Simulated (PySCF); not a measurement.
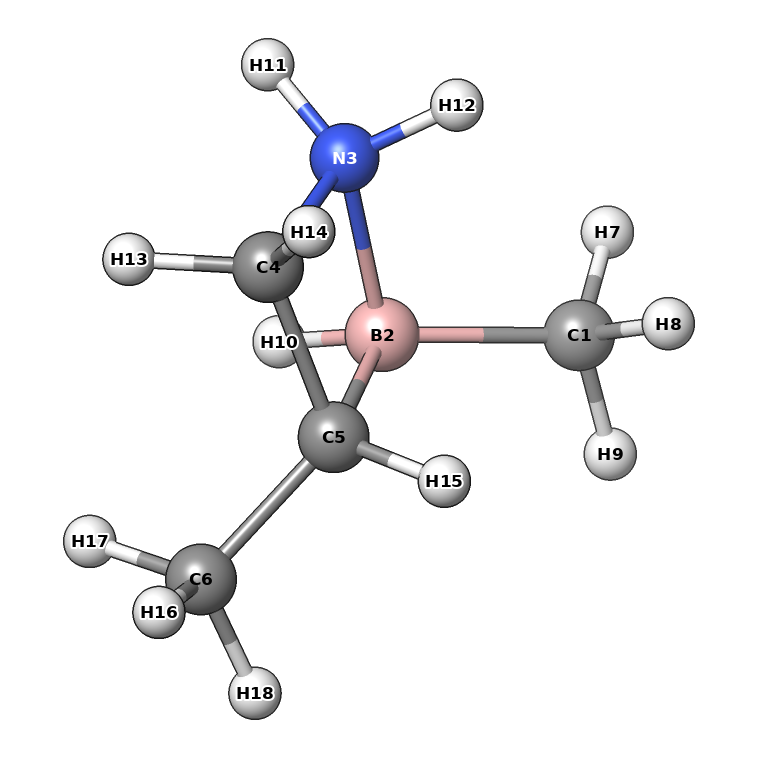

Computed geometry: GFN2-xTB optimisation. No frequency run is at hand to confirm it as a minimum. Method: B3LYP/pcJ-1 indirect spin-spin coupling, non-relativistic, gas phase (PySCF 2.14.0). Isotopes: 11B, 13C, 1H, 15N.

Give the spin–spin coupling constants of these pairs, with the number of bonds between them: C1/B2, B2/C5, N3/C4, N3/H12, B2/C4, B2/H15, B2/H11, N3/C5, B2/H16, B2/H17, N3/H9, N3/H7.

```csv
pair,bonds apart,J (Hz)
"C1, B2",1,48.7
"B2, C5",1,41.6
"N3, C4",1,−5.1
"N3, H12",1,−74.5
"B2, C4",2,−8.4
"B2, H15",2,−2.9
"B2, H11",2,−1.4
"N3, C5",2,−3.7
"B2, H16",3,11.3
"B2, H17",3,3.1
"N3, H9",3,−8.1
"N3, H7",3,−1.9
```

The geometry is semi-empirical. Around B such bond lengths and angles can be off by a tenth of an ångström or more and by several degrees, and values that hang on the shape move with them.
